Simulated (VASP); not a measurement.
Band structure of CdHg₃Se₄ (ordered alloy cell). Computed with PBEsol GGA, VASP's PBE PAW potentials (set 64) (plane waves; VASP 6.6.1).

Unless said otherwise, spin-orbit coupling is left out, though it shifts the bands of the heavy elements here.

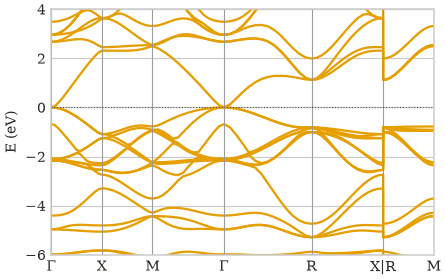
Figure: Bands along high-symmetry lines, zero at the valence-band maximum or, without a gap, the Fermi level

Read the plot: is there a gap, and where are the band edges?

It has no gap at this level: it comes out as a metal or semimetal. (Edges off the drawn lines would not show.)

The structure was generated: CdHg3Se4 was put into an ordered model structure (P-43m), which need not be its known phase. It was relaxed first.
